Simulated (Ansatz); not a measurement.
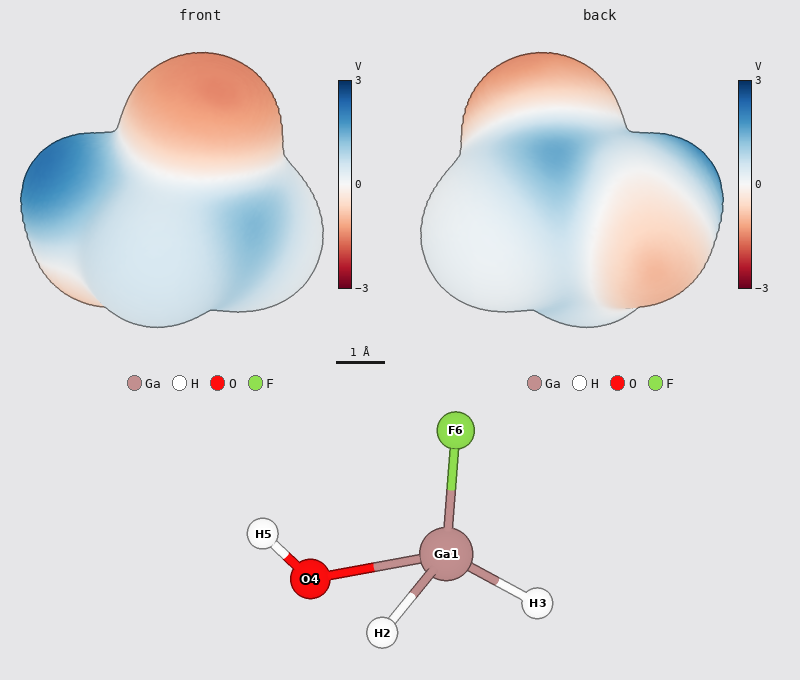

*FGaH3O (doublet). The molecular electrostatic potential painted on the density surface at 0.001 e/bohr³, seen from the front and from behind; red is negative and blue positive. The bare structure is drawn below in the same view.*

Level of theory: UKS B3LYP/def2-SVP (Ansatz 0.2.0).

```yaml
atoms:
  - { symbol: Ga, position_ang: [0.1777, 0.1272, 0.5044] }
  - { symbol: H, position_ang: [-0.1909, -1.5794, 0.7242] }
  - { symbol: H, position_ang: [1.5440, 0.4658, -0.1462] }
  - { symbol: O, position_ang: [-1.2821, -0.4037, -0.5298] }
  - { symbol: H, position_ang: [-2.1041, -0.4245, -0.0088] }
  - { symbol: F, position_ang: [-0.3948, 0.9679, 1.9497] }
```

> Describe the electrostatic potential map.

The most negative region (about −1.4 V, or −32 kcal/mol for a unit charge) lies over F6, the most positive (about +2.1 V, or +48 kcal/mol for a unit charge) over H5.
